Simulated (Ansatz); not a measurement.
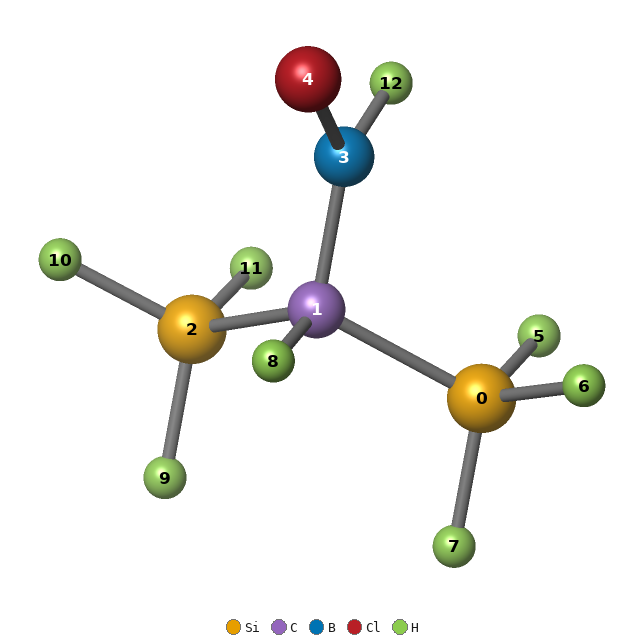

The structure as it stands in the input. Atoms are numbered from 0, in the order of the input.

Ansatz 0.2.0 input:

```yaml
crystal:
  periodic: [false, false, false]
  atoms:
    - {symbol: Si, position_ang: [-1.480306, 0.371816, 0.699751]}
    - {symbol: C, position_ang: [-0.029721, 0.240172, -0.498254]}
    - {symbol: Si, position_ang: [0.712056, -1.486500, -0.338459]}
    - {symbol: B, position_ang: [1.029545, 1.289004, -0.141567]}
    - {symbol: Cl, position_ang: [1.530945, 2.516295, -1.288082]}
    - {symbol: H, position_ang: [-1.009104, 0.140992, 2.089116]}
    - {symbol: H, position_ang: [-2.103116, 1.718381, 0.616907]}
    - {symbol: H, position_ang: [-2.501695, -0.651102, 0.353704]}
    - {symbol: H, position_ang: [-0.411333, 0.359393, -1.518469]}
    - {symbol: H, position_ang: [-0.316088, -2.500074, -0.691693]}
    - {symbol: H, position_ang: [1.872593, -1.641570, -1.253410]}
    - {symbol: H, position_ang: [1.163045, -1.714155, 1.058141]}
    - {symbol: H, position_ang: [1.563677, 1.322648, 0.927214]}
basis:
  gaussian: {orbitals: def2-TZVPP}
correlation: {method: ccsd_t}
```

Command:

```sh
ansatz run in.yaml --threads 4 --pin off --events-out ev --progress --plain --max-ram 10444MiB
```

Result:

```
Functional definition: HF
  name "HF"
  cite "Fock, Z. Phys. 61, 126 (1930) doi:10.1007/BF01340294"
  parent pbe
  exchange = exact_x
  correlation = 0
1715 factors; integrals over basis functions are off by at most 9.3e-4 eV
mean field evaluation 1: about -30056.3049 eV, gradient 3.1e1 eV
mean field evaluation 2: about -30056.5595 eV, gradient 3.1e1 eV
mean field evaluation 4: about -30059.8024 eV, gradient 4.2e0 eV
mean field evaluation 8: about -30059.8707 eV, gradient 2.3e-1 eV
mean field evaluation 16: about -30056.3051 eV, gradient 3.1e1 eV
mean field -30059.87098188 eV, -1104.6798832719 hartree, gradient 2.0e-6 eV, S^2 0.000000; 0 other end points of the search recorded, 0 dependent functions left out
17 core orbitals not correlated: weight in the atoms' cores, before any rotation towards them, 1.000 or more for the frozen orbitals, at most 0.000 for the correlated occupied ones
reference -30059.87098188 eV, -1104.6798832719 hartree; 15, 15 occupied and 268, 268 virtual orbitals, 1715 factors
second order -19.61501410 eV of doubles, -0.00000000 eV of singles
cycle   1  -20.94807806 eV  change    -1.3e0 eV  update   1.0e-1
cycle   2  -21.55258227 eV  change   -6.0e-1 eV  update   3.1e-2
cycle   3  -21.64222723 eV  change   -9.0e-2 eV  update   1.4e-2
cycle   4  -21.63205374 eV  change    1.0e-2 eV  update   4.1e-3
cycle   5  -21.63042534 eV  change    1.6e-3 eV  update   1.7e-3
cycle   6  -21.63036858 eV  change    5.7e-5 eV  update   4.9e-4
cycle   7  -21.63031083 eV  change    5.8e-5 eV  update   1.6e-4
cycle   8  -21.63035415 eV  change   -4.3e-5 eV  update   6.2e-5
cycle   9  -21.63037318 eV  change   -1.9e-5 eV  update   2.0e-5
perturbative correction -0.86796727 eV, -0.0318972089 hartree
Total energy: -30082.36932234 eV, -1105.5066820337 hartree
```
